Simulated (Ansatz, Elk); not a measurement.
# How far do independent atoms describe ScC6?

The structure of ScC6 used here is made up (a known structure type with other elements) and was relaxed beforehand with PBE. The aim is the Fourier transform of its all-electron density, F(hkl), set beside the sum over free spherical atoms that refinements use.

Method: DFT, PBE, all-electron APW+lo, Dirac cores, scalar-relativistic bands, static density, no spin, in Elk 11.2.3 (patched build).

The structure was built from a prototype and need not be the compound's stable phase.

## (1) The starting structure

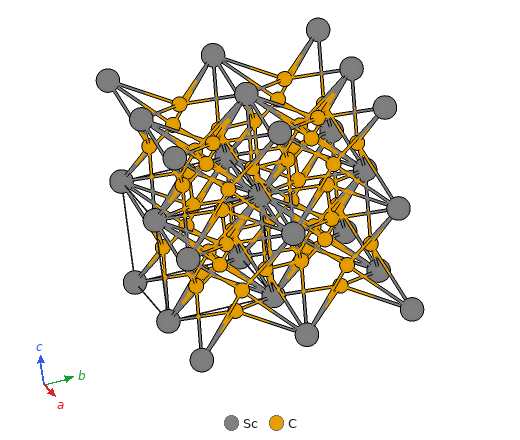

The cell as given, from a free direction (scandium grey, carbon orange). 2×2×2 cells are drawn. Some periodic images of atoms are drawn too.

## (2) Ground state and structure factors

An all-electron density is needed, since X-rays see the cores too. Task 0 finds the density and task 195 Fourier-transforms it; tshift is off so that phases refer to the origin typed.

elk.in

```
tasks
  0
  195

xctype
  20

spinpol
  .false.

rgkmax
  7.0

gmaxvr
  14.0

lmaxo
  7

lmaxapw
  8

swidth
  0.002

tshift
  .false.

ramdisk
  .false.

hmaxvr
  5.5

maxscl
  120

epspot
  1e-06

sppath
  './'

avec
  7.39827479735 -0.00000000000 0.00000000000
  -0.00000000000 7.39827479735 -0.00000000000
  0.00000000000 -0.00000000000 7.39827479735

atoms
  2
  'Sc.in'
  1
  0.0000000000 0.0000000000 0.0000000000   0.000000 0.000000 0.000000
  'C.in'
  6
  0.5000000000 0.5000000000 0.8306636088   0.000000 0.000000 0.000000
  0.5000000000 0.5000000000 0.1693363912   0.000000 0.000000 0.000000
  0.8306636088 0.5000000000 0.5000000000   0.000000 0.000000 0.000000
  0.5000000000 0.1693363912 0.5000000000   0.000000 0.000000 0.000000
  0.5000000000 0.8306636088 0.5000000000   0.000000 0.000000 0.000000
  0.1693363912 0.5000000000 0.5000000000   0.000000 0.000000 0.000000

ngridk
  6 6 6
```

The run is started by

```console
> OMP_NUM_THREADS=4 elk
```

Numbers of over 12 decimals in the logs are rounded to 6 here.

Output:

```text
┌─────────────────────────┐
│ Elk code version 11.2.3 │
└─────────────────────────┘

All units are atomic (Hartree, Bohr, etc.)

┌─────────────────────────────────────────────────┐
│ Ground-state run starting from atomic densities │
└─────────────────────────────────────────────────┘

Lattice vectors :
   7.398274797      -0.000000000       0.000000000
  -0.000000000       7.398274797      -0.000000000
   0.000000000      -0.000000000       7.398274797

Reciprocal lattice vectors :
  0.8492770922       0.000000000       0.000000000
   0.000000000      0.8492770922       0.000000000
   0.000000000       0.000000000      0.8492770922

Unit cell volume      :    404.9406498
Brillouin zone volume :   0.6125594296

Muffin-tin inner radius fraction :   0.1000000000E-01

Nuclei treated as point charges

Species : 1 (Sc)
 parameters loaded from : Sc.in
 name : scandium
 nuclear charge    :   -21.00000000
 electronic charge :    21.00000000
 atomic mass :    81949.61073
 muffin-tin radius :    2.400000000
 number of radial points in muffin-tin :    993
 inner part over the whole radius :   0.9898716403E-02
 number on inner part of muffin-tin    :    698
 approximate nuclear radius :   0.6711386133E-04
 number of mesh points to nuclear radius :    323
 atomic positions (lattice), magnetic fields (Cartesian) :
  1 :   0.00000000  0.00000000  0.00000000    0.00000000  0.00000000  0.00000000

Species : 2 (C)
 parameters loaded from : C.in
 name : carbon
 nuclear charge    :   -6.000000000
 electronic charge :    6.000000000
 atomic mass :    21894.16674
 muffin-tin radius :    1.227797155
 number of radial points in muffin-tin :    593
 inner part over the whole radius :   0.9921854530E-02
 number on inner part of muffin-tin    :    401
 approximate nuclear radius :   0.4747601631E-04
 number of mesh points to nuclear radius :    170
 atomic positions (lattice), magnetic fields (Cartesian) :
  1 :   0.50000000  0.50000000 -0.16933639    0.00000000  0.00000000  0.00000000
  2 :   0.50000000  0.50000000  0.16933639    0.00000000  0.00000000  0.00000000
  3 :  -0.16933639  0.50000000  0.50000000    0.00000000  0.00000000  0.00000000
  4 :   0.50000000  0.16933639  0.50000000    0.00000000  0.00000000  0.00000000
  5 :   0.50000000 -0.16933639  0.50000000    0.00000000  0.00000000  0.00000000
  6 :   0.16933639  0.50000000  0.50000000    0.00000000  0.00000000  0.00000000

Total number of atoms per unit cell :    7
Total muffin-tin volume :    104.4236959
 ratio of muffin-tin to unit cell volume :   0.2578740760

Spin treatment :
 spin-unpolarised

Number of Bravais lattice symmetries :   48
Number of crystal symmetries         :   48
Crystal has inversion symmetry
Real symmetric eigensolver will be used

k-point grid :      6     6     6
k-point offset :    0.000000000       0.000000000       0.000000000
k-point set is reduced with full crystal symmetry group
Total number of k-points :       20

Muffin-tin radius times maximum |G+k| :    7.000000000
 using average radius
Maximum |G+k| for APW functions       :    5.017005123
Maximum (1/2)|G+k|²                   :    12.58517020
Maximum |G| for potential and density :    14.00000000
Constant for pseudocharge density :    8
 order of it for each species :   15  15
 order of it for pair densities of each species (exact exchange by exxq0 0: 16) :   15   6
Radial integration step length :    1

G-vector grid sizes :     35    35    35
Number of G-vectors :    18805

Maximum angular momentum used for
 APW functions            :    8
 outer part of muffin-tin :    7
 inner part of muffin-tin :    2

Total nuclear charge    :   -57.00000000
Total core charge       :    22.00000000
Total valence charge    :    35.00000000
Total excess charge     :    0.000000000
Total electronic charge :    57.00000000

Effective Wigner radius, rₛ :    1.192548279

Number of empty states         :     28
Total number of valence states :     46
Total number of core states    :     22

[...]
Madelung                    :     -1186.5855671570
 xc potential                :     -91.903587641162
 exchange                    :     -69.419818023532
 correlation                 :     -2.187100
 electron entropic           :    -0.57019831798258E-03
 total energy                :     -995.65725759019

Density of states at Fermi energy :    42.63339513
 (states/Hartree/unit cell)

Estimated indirect band gap :   0.1561134917E-02
 from k-point 10 to k-point 16
Estimated direct band gap   :   0.2747563467E-01
 at k-point 13

Charges :
 core                        :    22.00000000
 valence                     :    35.00000000
 interstitial                :    16.14380613
 muffin-tins (core leakage)
  species : 1 (Sc)
[...]
species : 2 (C)
[...]
total in muffin-tins        :    40.85619387
 total calculated charge     :    56.99688641
 total charge                :    57.00000000
 error                       :   0.3113592156E-02

RMS change in Kohn-Sham potential (target) :    3.425417856     (  0.1000000000E-05)
Absolute change in total energy (target)   :   0.4699529405     (  0.1000000000E-03)

[... loops 3 to 16 left out ...]

┌──────────────────┐
│ Loop number : 17 │
└──────────────────┘

Energies :
 Fermi                       :     0.414540
 sum of occupied eigenvalues :     -556.32780274119
 electron kinetic            :      998.00005771855
 core electron kinetic       :      906.51146568320
 Coulomb                     :     -1918.8724168925
 Coulomb potential           :     -1462.1724332721
 nuclear-nuclear             :     -202.17605289597
 electron-nuclear            :     -1975.2299753297
 Hartree                     :      258.53361133317
 Madelung                    :     -1187.7862002564
 xc potential                :     -92.155427187665
 exchange                    :     -69.187598032717
 correlation                 :     -2.208331
 electron entropic           :    -0.88820720804700E-03
 total energy                :     -992.26917652773

Density of states at Fermi energy :    60.33038336
 (states/Hartree/unit cell)

Estimated indirect band gap :   0.6274908265E-02
 from k-point 19 to k-point 5
Estimated direct band gap   :   0.8033960655E-02
 at k-point 5

Charges :
 core                        :    22.00000000
 valence                     :    35.00000000
 interstitial                :    16.23812110
 muffin-tins (core leakage)
  species : 1 (Sc)
[...]
species : 2 (C)
[...]
total in muffin-tins        :    40.76187890
 total calculated charge     :    56.99683373
 total charge                :    57.00000000
 error                       :   0.3166274906E-02

RMS change in Kohn-Sham potential (target) :   0.6214733884E-06 (  0.1000000000E-05)
Absolute change in total energy (target)   :   0.4675560763E-04 (  0.1000000000E-03)

Convergence targets achieved

┌──────────────────┐
│ Loop number : 18 │
└──────────────────┘

Energies :
 Fermi                       :     0.414541
 sum of occupied eigenvalues :     -556.32780176982
 electron kinetic            :      998.00006287873
 core electron kinetic       :      906.51146754157
 Coulomb                     :     -1918.8724205889
 Coulomb potential           :     -1462.1724342703
 nuclear-nuclear             :     -202.17605289597
 electron-nuclear            :     -1975.2299812549
 Hartree                     :      258.53361356197
 Madelung                    :     -1187.7862034538
 xc potential                :     -92.155430378291
 exchange                    :     -69.187598287396
 correlation                 :     -2.208331
 electron entropic           :    -0.88820730549024E-03
 total energy                :     -992.26917530694

Density of states at Fermi energy :    60.33038399
 (states/Hartree/unit cell)

Estimated indirect band gap :   0.6274924439E-02
 from k-point 19 to k-point 5
Estimated direct band gap   :   0.8033967203E-02
 at k-point 5

Charges :
 core                        :    22.00000000
 valence                     :    35.00000000
 interstitial                :    16.23812107
 muffin-tins (core leakage)
  species : 1 (Sc)
[...]
species : 2 (C)
[...]
atom 4                    :    3.620042705     (  0.5095146362E-03)
   atom 5                    :    3.620042705     (  0.5095146362E-03)
   atom 6                    :    3.620042705     (  0.5095146362E-03)
 total in muffin-tins        :    40.76187893
 total calculated charge     :    56.99683373
 total charge                :    57.00000000
 error                       :   0.3166274830E-02

┌──────────────────────────────┐
│ Self-consistent loop stopped │
└──────────────────────────────┘

Warning : core states of species 2 leak from the muffin-tin :   0.5095146362E-03

Wrote STATE.OUT
```

It took 54 s on 4 threads of Arm Neoverse V2, shared host; peak memory 0.25 GiB; 3.2 min of CPU time.

SFACRHO.OUT:

```text

h k l indices transformed by vhmat matrix:
   1.000000000       0.000000000       0.000000000    
   0.000000000       1.000000000       0.000000000    
   0.000000000       0.000000000       1.000000000    

      h      k      l  multipl.   |H|            Re(F)            Im(F)           |F|

      0      0      0      1   0.0000000       56.999999     -0.63841550E-16   56.999999    
     -1      0      0      6  0.84927709       2.9158809      0.35123003E-14   2.9158809    
      1     -1      0     12   1.2010592       15.684938     -0.70246005E-15   15.684938    
     -1     -1     -1      8   1.4709911       24.765932     -0.24586102E-14   24.765932    
      0      0     -2      6   1.6985542       22.657387     -0.47478889E-14   22.657387    
     -1     -2      0     24   1.8990413       12.782664      0.38635303E-14   12.782664    
      1     -2      1     24   2.0802955       4.7336029      0.17561501E-14   4.7336029    
      0      2     -2     12   2.4021184       10.966254      0.20199156E-18   10.966254    
      0     -3      0      6   2.5478313      -1.4164375      0.11287710E-13   1.4164375    
     -1      2     -2     24   2.5478313       16.723403      0.14049201E-14   16.723403    
      3      1      0     24   2.6856500       15.844679      0.69477689E-14   15.844679    
      1     -3      1     24   2.8167335       9.9930294     -0.52684504E-14   9.9930294    
     -2      2      2      8   2.9419821       3.9397558     -0.12293051E-14   3.9397558    
     -3      2      0     24   3.0621121       3.9973367     -0.41050009E-14   3.9973367    
     -3      1      2     48   3.1777039       8.8597643      0.43684234E-14   8.8597643    
      0     -4      0      6   3.3971084       13.910474     -0.89230260E-14   13.910474    
      2     -2     -3     24   3.5016592       8.4875115     -0.33366852E-14   8.4875115    
      4     -1      0     24   3.5016592       8.1242444      0.15805351E-14   8.1242444
```

Elk indexes on the primitive cell of elk.in and gives |H| = 4π sin θ/λ in inverse bohr. Below, one row stands for each form hkl of the conventional cell (m members, Friedel mates merged), F is for one primitive cell and the density is static (no thermal factor). Free-atom factors are Waasmaier and Kirfel's, and R is Σm||F|−|F'||/Σm|F|. Elk warned that it couldn't find a linearisation energy, which lowers the accuracy of some states in this run and its variants.

| hkl | m | sin θ/λ (Å⁻¹) | abs F, DFT | neutral atoms | diff. |
| --- | --- | --- | --- | --- | --- |
| 100 | 6 | 0.128 | 2.916 | 3.228 | -0.312 |
| 110 | 12 | 0.181 | 15.685 | 15.929 | -0.244 |
| 111 | 8 | 0.221 | 24.766 | 24.079 | +0.686 |
| 200 | 6 | 0.255 | 22.657 | 22.096 | +0.561 |
| 210 | 24 | 0.286 | 12.783 | 12.864 | -0.081 |
| 211 | 24 | 0.313 | 4.734 | 4.902 | -0.168 |
| 220 | 12 | 0.361 | 10.966 | 10.759 | +0.207 |
| 300 | 6 | 0.383 | 1.416 | 1.530 | -0.114 |
| 221 | 24 | 0.383 | 16.723 | 16.767 | -0.043 |
| 310 | 24 | 0.404 | 15.845 | 16.004 | -0.159 |
| 311 | 24 | 0.424 | 9.993 | 9.698 | +0.295 |
| 222 | 8 | 0.442 | 3.940 | 3.745 | +0.195 |
| 320 | 24 | 0.461 | 3.997 | 4.026 | -0.029 |
| 321 | 48 | 0.478 | 8.860 | 8.917 | -0.057 |

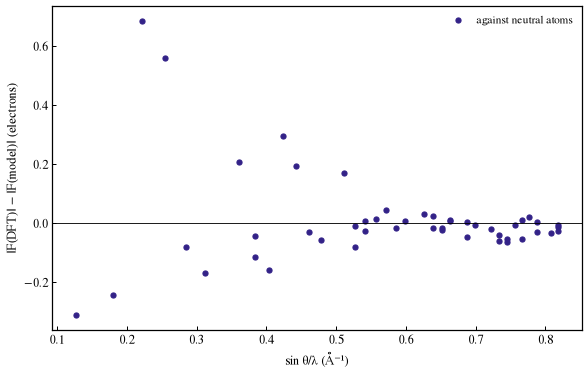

Difference between the calculated structure factors and the independent-atom ones.

## (3) The highest occupied states alone

An energy window below the Fermi level keeps the highest occupied states, to see at which angles they scatter; shallow core shells can lie inside it and anion s states outside. No new self-consistency is needed.

elk.in, as its differences from that of step 2:

```diff
@@ -1,3 +1,2 @@
 tasks
-  0
   195
@@ -40,2 +39,5 @@
 
+wsfac
+  0.047050 0.714540
+
 sppath
```

The run is started by

```console
> OMP_NUM_THREADS=4 elk
```

Output:

```text
┌─────────────────────────────────┐
│ Elk code version 11.2.3 started │
└─────────────────────────────────┘

Info(readinput): the functional depends on the density's gradient
 muffin-tin radial points multiplied by    2.00000
 (not where nrmtscf is given)

┌────────────────────┐
│ Current task : 195 │
└────────────────────┘
Info(checkmt): changed muffin-tin radius of species 2 (C) from   1.8000 to   1.2278

Warning(linengy): could not find 1 linearisation energies in s.c. loop 1

Info(sfacrho): density structure factors written to SFACRHO.OUT

 Energy window :   0.4705000000E-01  0.7145400000

┌──────────────────┐
│ Elk code stopped │
└──────────────────┘
```

Run time: 4.8 s. Hardware: 4 threads; peak memory 0.16 GiB.

States within 10 eV below the Fermi level hold 16.06 electrons; any levels below the window count with the cores. Their amplitudes can exceed the total, where window and core parts have opposite phase:

| hkl | sin θ/λ (Å⁻¹) | abs F, window | abs F, all |
| --- | --- | --- | --- |
| 100 | 0.128 | 3.588 | 2.916 |
| 110 | 0.181 | 0.204 | 15.685 |
| 111 | 0.221 | 2.654 | 24.766 |
| 200 | 0.255 | 1.568 | 22.657 |
| 210 | 0.286 | 0.483 | 12.783 |
| 211 | 0.313 | 0.861 | 4.734 |
| 220 | 0.361 | 0.275 | 10.966 |
| 300 | 0.383 | 0.635 | 1.416 |
| 221 | 0.383 | 0.652 | 16.723 |
| 310 | 0.404 | 0.504 | 15.845 |

## (4) Another functional

The difference from free atoms is small, so it is set against the change that LDA (Perdew-Wang) makes.

elk.in, as its differences from that of step 3:

```diff
@@ -1,2 +1,3 @@
 tasks
+  0
   195
@@ -4,3 +5,3 @@
 xctype
-  20
+  3
 
@@ -39,5 +40,2 @@
 
-wsfac
-  0.047050 0.714540
-
 sppath
```

The run is started by

```console
> OMP_NUM_THREADS=4 elk
```

Output:

```text
┌─────────────────────────┐
│ Elk code version 11.2.3 │
└─────────────────────────┘

All units are atomic (Hartree, Bohr, etc.)

┌─────────────────────────────────────────────────┐
│ Ground-state run starting from atomic densities │
└─────────────────────────────────────────────────┘

Lattice vectors :
   7.398274797      -0.000000000       0.000000000
  -0.000000000       7.398274797      -0.000000000
   0.000000000      -0.000000000       7.398274797

Reciprocal lattice vectors :
  0.8492770922       0.000000000       0.000000000
[...]
muffin-tins (core leakage)
  species : 1 (Sc)
[...]
species : 2 (C)
[...]
atom 5                    :    3.622200112     (  0.5399685284E-03)
   atom 6                    :    3.622200112     (  0.5399685284E-03)
 total in muffin-tins        :    40.79679592
 total calculated charge     :    56.99664499
 total charge                :    57.00000000
 error                       :   0.3355005543E-02

┌──────────────────────────────┐
│ Self-consistent loop stopped │
└──────────────────────────────┘

Warning : core states of species 2 leak from the muffin-tin :   0.5399685284E-03

Wrote STATE.OUT
[key lines of the parts left out:]
total energy                :     -988.82776034972
```

Elapsed: 45 s, on 4 threads; peak memory 0.26 GiB; 2.7 min of CPU time.

Against the first run R = 0.11 %; the largest change is -0.042 at 600.

## (5) A coarser k-mesh

About half the k-points along each axis test the sampling.

elk.in, as its differences from that of step 4:

```diff
@@ -5,3 +5,3 @@
 xctype
-  3
+  20
 
@@ -63,2 +63,2 @@
 ngridk
-  6 6 6
+  3 3 3
```

The run is started by

```console
> OMP_NUM_THREADS=4 elk
```

Output:

```text
┌─────────────────────────┐
│ Elk code version 11.2.3 │
└─────────────────────────┘

All units are atomic (Hartree, Bohr, etc.)

┌─────────────────────────────────────────────────┐
│ Ground-state run starting from atomic densities │
└─────────────────────────────────────────────────┘

Lattice vectors :
   7.398274797      -0.000000000       0.000000000
  -0.000000000       7.398274797      -0.000000000
   0.000000000      -0.000000000       7.398274797

Reciprocal lattice vectors :
  0.8492770922       0.000000000       0.000000000
[...]
muffin-tins (core leakage)
  species : 1 (Sc)
[...]
species : 2 (C)
[...]
atom 5                    :    3.622781266     (  0.5098798209E-03)
   atom 6                    :    3.622781266     (  0.5098798209E-03)
 total in muffin-tins        :    40.76715587
 total calculated charge     :    56.99686503
 total charge                :    57.00000000
 error                       :   0.3134971699E-02

┌──────────────────────────────┐
│ Self-consistent loop stopped │
└──────────────────────────────┘

Warning : core states of species 2 leak from the muffin-tin :   0.5098798209E-03

Wrote STATE.OUT
[key lines of the parts left out:]
total energy                :     -992.28015247052
```

Wall time 19 s (4 threads); peak memory 0.25 GiB.

Against the first run R = 0.09 %; the largest change is -0.031 at 300.

## (6) Settings against the effect

| run | R against the first run (%) | R against neutral atoms, low angle (%) | wall time |
| --- | --- | --- | --- |
| PBE, rgkmax 7 | 0.00 | 1.84 | 54 s |
| LDA (Perdew-Wang) | 0.11 | 1.84 | 45 s |
| k-mesh 3×3×3 | 0.09 | 1.93 | 19 s |

## (7) What came out

```json
{
  "R against neutral atoms, sin θ/λ < 0.3 Å⁻¹": "1.84 %",
  "R against neutral atoms, 0.3 to 0.82 Å⁻¹": "0.56 %"
}
```

**Reading.** Independent neutral atoms miss the calculated amplitudes by R = 1.84 % below 0.3 Å⁻¹ and 0.56 % from there to 0.82 Å⁻¹; by shells, 10.70 % below 0.15 Å⁻¹ (1 form), 1.66 % 0.15 to 0.3 (4 forms), 1.58 % 0.3 to 0.45 (7 forms), 0.37 % above 0.45 (36 forms). Bonding, aspherical density and the tables' own atoms all enter these figures, and the runs don't part them. The largest change of an amplitude is +0.69 electrons, at 111. The window's part falls from 16.1 electrons at the origin to at most 0.20 between 0.45 and 0.82 Å⁻¹. Below 0.3 Å⁻¹ the changes that finished (LDA (Perdew-Wang) and k-mesh 3×3×3) move F by R = 0.13 % at most, against the 1.84 % that separates it from free atoms. The basis has no finished test. Part of the difference isn't bonding: the tables are fits to free atoms and ions calculated by other methods than this functional. Thermal motion, anomalous dispersion and extinction are left out.

[Logs are printed without paths, hosts, clocks, repeated set-up lines and the standing remarks that a program may print on its own settings, such as how far it seeks lower states.]

[Hosts, paths, dates, database ids (printed as entryN), source tags and the programs' standing remarks are cut or masked in the printed files.]
